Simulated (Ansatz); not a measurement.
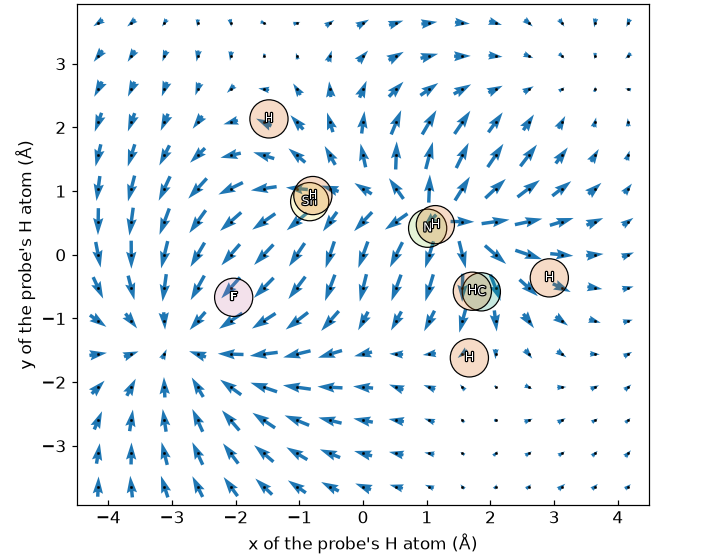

CH₆FNSn (SMILES C[NH][SnH2][F]) with the probe H2O. The probe is moved over a plane parallel to the molecule's main plane, 3.90 Å above it. The first coordinate is: x of the probe's H atom; the second: y of the probe's H atom. Nothing is relaxed (molecule and probe rigid, the probe upright with H nearest the plane). The grid has 17 × 15 points. Points are written as (first, second). Computed with Ansatz, RKS PBE0-D4/def2-SVP.

Drawn: dots at the grid points, arrows along the force (downhill), their lengths compressed, labelled circles for the molecule's atoms, projected on the plane.

### The arrows alone are given. Where are the wells?

The arrows converge at about (−3.03 Å, −1.42 Å); (3.64 Å, 2.60 Å) (0.59 kcal/mol up) (read from the interpolated surface).

The energy map of the same scan:

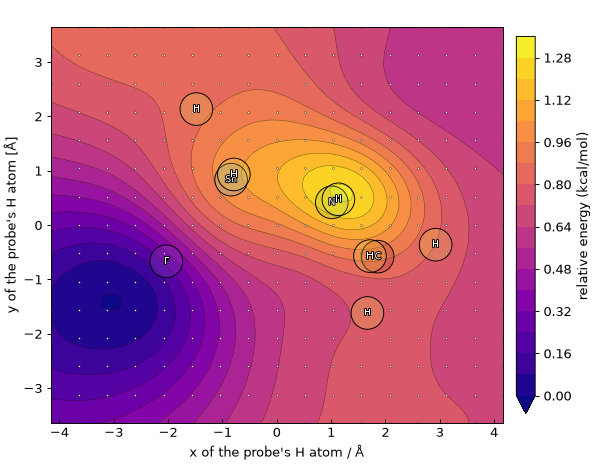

Energies are in kcal/mol, from the lowest grid point; between grid points the surface is interpolated.
